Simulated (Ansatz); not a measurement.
# triplet KLi at 6 levels

Aim: a comparison of 6 runs (UHF/STO-3G, UHF/def2-TZVP, UB3LYP/6-31G*, UCCSDT(Q)/def2-TZVP, UCCSD/def2-TZVP, UCCSD(T)/def2-TZVP) of triplet KLi. 

The results are computed with Ansatz 0.2.0.

38 further runs of the same task are left out: 38 set aside as unsound or not needed.

## 1. The structure to begin with

KLi: 2 atoms, total charge 0, spin state triplet. As SMILES of the parent species, `[Li][K]`. The bond length is the one measured for the parent species. That shape belongs to the parent species and isn't relaxed for this state.

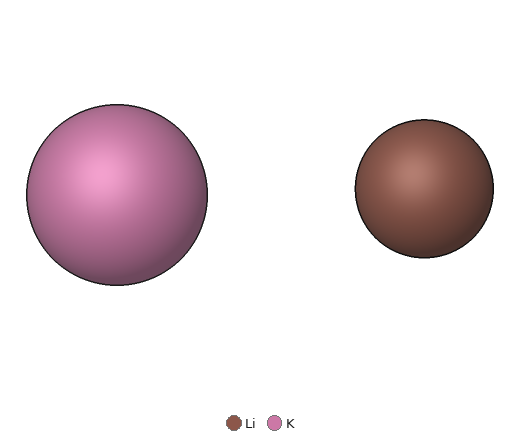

Viewed from a chosen angle; lithium brown, potassium pink.

## 2. A single-point energy at UHF/STO-3G (run 1)

in.yaml reads:

```yaml
crystal:
  periodic: [false, false, false]
  atoms:
    - {symbol: Li, position_ang: [0.000000, 0.000000, 0.000000]}
    - {symbol: K, position_ang: [0.000000, 0.000000, 3.270000]}
basis:
  gaussian: {orbitals: STO-3G}
magnetization: {spin_polarized: true, initial_magnetization: 2}
hamiltonian: {xc: hf}
accuracy: high
output: {orbitals: {seedname: orbitals}}
```

Run with:

```bash
$ ansatz run in.yaml --threads 1 --pin off --max-ram 3480MiB --events-out events.jsonl --progress --plain --runs-dir runs
```

The log of the run:

```text
Warning: RAYON_NUM_THREADS=1 ignored (pool sized by the plan → 1); use --threads N
Functional definition: HF
  name "HF"
  exchange = exact_x
  correlation = 0
357 factors; integrals over basis functions are off by at most 3.4e-9 eV
mean field evaluation 1: about -16337.6530 eV, gradient 1.6e0 eV
mean field evaluation 2: about -16337.6855 eV, gradient 1.7e0 eV
mean field evaluation 4: about -16337.9194 eV, gradient 4.8e-1 eV
mean field evaluation 8: about -16337.9420 eV, gradient 1.9e-4 eV
mean field evaluation 16: about -16336.9268 eV, gradient 2.1e0 eV
mean field evaluation 32: about -16336.8564 eV, gradient 3.2e0 eV
mean field -16337.94205085 eV, -600.4082961139 hartree, gradient 2.4e-8 eV, S^2 2.000535; 3 other end points of the search recorded, 0 dependent functions left out
reference -16337.94205085 eV, -600.4082961139 hartree; 12, 10 occupied and 6, 8 virtual orbitals, 357 factors
Total energy: -16337.94205085 eV, -600.4082961139 hartree
```

Run time: 0.28 s. Hardware: 1 thread of Intel Xeon Platinum 8488C (Sapphire Rapids), shared host.

## 3. The energy at UHF/def2-TZVP (run 2)

in.yaml reads:

```yaml
crystal:
  periodic: [false, false, false]
  atoms:
    - symbol: Li
      position_ang: [0.000000, 0.000000, 0.000000]
    - symbol: K
      position_ang: [0.000000, 0.000000, 3.270000]
basis:
  gaussian: {orbitals: def2-TZVP}
magnetization: {spin_polarized: true, initial_magnetization: 2}
hamiltonian: {xc: hf}
accuracy: high
output: {orbitals: {seedname: orbitals}}
```

Run with:

```bash
$ ansatz run in.yaml --threads 1 --pin off --max-ram 3480MiB --events-out events.jsonl --progress --plain --runs-dir runs
```

The log of the run:

```text
Warning: RAYON_NUM_THREADS=1 ignored (pool sized by the plan → 1); use --threads N
[... 4 set-up lines as earlier in the session ...]
820 factors; integrals over basis functions are off by at most 4.0e-9 eV
mean field evaluation 1: about -16505.5323 eV, gradient 1.5e0 eV
mean field evaluation 2: about -16505.5338 eV, gradient 1.5e0 eV
mean field evaluation 4: about -16505.6274 eV, gradient 2.5e-1 eV
mean field evaluation 8: about -16505.6307 eV, gradient 5.9e-5 eV
mean field evaluation 16: about -16505.4841 eV, gradient 6.7e-1 eV
mean field evaluation 32: about -16505.3096 eV, gradient 2.5e-1 eV
mean field evaluation 64: about -16504.8848 eV, gradient 1.2e0 eV
mean field evaluation 96: about -16505.6306 eV, gradient 2.5e-2 eV
mean field -16505.63068048 eV, -606.5707395892 hartree, gradient 4.8e-8 eV, S^2 2.000203; 4 other end points of the search recorded, 0 dependent functions left out
reference -16505.63068048 eV, -606.5707395892 hartree; 12, 10 occupied and 35, 37 virtual orbitals, 820 factors
Total energy: -16505.63068048 eV, -606.5707395892 hartree
```

Run time: 2.1 s. Hardware: 1 thread of Intel Xeon Platinum 8488C (Sapphire Rapids), shared host; peak memory 0.1 GiB.

Runs 3 to 5 aren't shown in full; the table further down has their settings and results.

## 4. The energy at UCCSD(T)/def2-TZVP (run 6)

in.yaml reads:

```yaml
crystal:
  periodic: [false, false, false]
  atoms:
    - {symbol: Li, position_ang: [0.000000, 0.000000, 0.000000]}
    - {symbol: K, position_ang: [0.000000, 0.000000, 3.270000]}
basis:
  gaussian: {orbitals: def2-TZVP}
accuracy: high
correlation: {method: ccsd_t, frozen_orbitals: {K: 5, Li: 0}}
magnetization: {spin_polarized: true, initial_magnetization: 2}
scf: {omitted_lower_state_checks: [cluster_reference, increment]}
```

Run with:

```bash
$ ansatz run in.yaml --threads 1 --pin off --max-ram 3480MiB --events-out events.jsonl --progress --plain --runs-dir runs
```

The log of the run:

```text
Warning: RAYON_NUM_THREADS=1 ignored (pool sized by the plan → 1); use --threads N
[... 4 set-up lines as earlier in the session ...]
these checks for a lower state are left out or cut short: cluster_reference, increment
820 factors; integrals over basis functions are off by at most 4.0e-9 eV
mean field evaluation 1: about -16505.5323 eV, gradient 1.5e0 eV
mean field evaluation 2: about -16505.5338 eV, gradient 1.5e0 eV
mean field evaluation 4: about -16505.6274 eV, gradient 2.5e-1 eV
mean field evaluation 8: about -16505.6307 eV, gradient 5.9e-5 eV
mean field evaluation 16: about -16505.2704 eV, gradient 3.2e-1 eV
mean field evaluation 32: about -16505.6303 eV, gradient 1.4e-1 eV
mean field evaluation 64: about -16505.2711 eV, gradient 4.0e-5 eV
mean field -16505.63068048 eV, -606.5707395892 hartree, gradient 4.8e-8 eV, S^2 2.000203; 9 other end points of the search recorded, 0 dependent functions left out
5 core orbitals not correlated: weight in the atoms' cores, before any rotation towards them, 1.000 or more for the frozen orbitals, at most 0.000 for the correlated occupied ones
reference -16505.63068048 eV, -606.5707395892 hartree; 7, 5 occupied and 35, 37 virtual orbitals, 820 factors
second order -5.24349997 eV of doubles, -0.00000000 eV of singles
cycle   1  -5.62273214 eV  change   -3.8e-1 eV  update   4.2e-2
cycle   2  -5.72205373 eV  change   -9.9e-2 eV  update   2.1e-2
cycle   3  -5.71649824 eV  change    5.6e-3 eV  update   8.6e-3
cycle   4  -5.71264401 eV  change    3.9e-3 eV  update   3.3e-3
cycle   5  -5.71498416 eV  change   -2.3e-3 eV  update   1.4e-3
cycle   6  -5.71555812 eV  change   -5.7e-4 eV  update   5.5e-4
cycle   7  -5.71531904 eV  change    2.4e-4 eV  update   2.6e-4
cycle   8  -5.71534551 eV  change   -2.6e-5 eV  update   8.4e-5
cycle   9  -5.71536885 eV  change   -2.3e-5 eV  update   2.3e-5
cycle  10  -5.71536570 eV  change    3.1e-6 eV  update   7.6e-6
cycle  11  -5.71536479 eV  change    9.1e-7 eV  update   2.7e-6
cycle  12  -5.71536522 eV  change   -4.3e-7 eV  update   9.3e-7
cycle  13  -5.71536552 eV  change   -3.0e-7 eV  update   3.4e-7
cycle  14  -5.71536546 eV  change    5.3e-8 eV  update   1.2e-7
cycle  15  -5.71536540 eV  change    6.3e-8 eV  update   3.3e-8
cycle  16  -5.71536539 eV  change    1.3e-8 eV  update   1.8e-8
cycle  17  -5.71536532 eV  change    6.6e-8 eV  update   7.1e-8
cycle  18  -5.71536533 eV  change   -9.5e-9 eV  update   3.6e-8
cycle  19  -5.71536534 eV  change   -9.3e-9 eV  update   1.5e-8
cycle  20  -5.71536534 eV  change   2.5e-10 eV  update   4.3e-9
cycle  21  -5.71536534 eV  change   8.8e-10 eV  update   1.7e-9
cycle  22  -5.71536534 eV  change   2.1e-10 eV  update  7.1e-10
perturbative correction -0.06172087 eV, -0.0022682002 hartree
Total energy: -16511.40776669 eV, -606.7830435916 hartree
Checks for a lower state left out: cluster_reference, increment
```

It took 3.3 s on 1 thread of Intel Xeon Platinum 8488C (Sapphire Rapids), shared host; peak memory 0.18 GiB.

## 5. All runs side by side

```csv
run,level,Cartesian functions,frozen core orbitals,energy (Eh),⟨S²⟩,wall time
1,UHF/STO-3G,no,–,-600.408296,2.001,0.28 s
2,UHF/def2-TZVP,no,–,-606.570740,2.000,2.1 s
3,UB3LYP/6-31G* (Cartesian functions),yes,–,-607.373575,2.000,15 s
4,UCCSDT(Q)/def2-TZVP,no,5,-606.783460,2.000,49 s
5,UCCSD/def2-TZVP,no,5,-606.780775,2.000,3.9 s
6,UCCSD(T)/def2-TZVP,no,5,-606.783044,2.000,3.3 s
```

## 6. Summary of results

| quantity | value |
| --- | --- |
| run 6: total energy | -606.78304 Eh |
| run 6: correlation energy (5 core orbitals frozen) | -212.3 mEh |
| run 6: (T) correction | -2.27 mEh |
| run 6: ⟨S²⟩ of the reference determinant | 2.000 |
| run 6: T1 diagnostic | 0.013 |

In words: Below the UHF energy at the same shape and in the same basis (def2-TZVP): UCCSDT(Q) -212.7 mEh; UCCSD -210.0 mEh; UCCSD(T) -212.3 mEh. In run 1 the basis is minimal, so the values are rough. All runs together took 74 s, the longest 49 s.
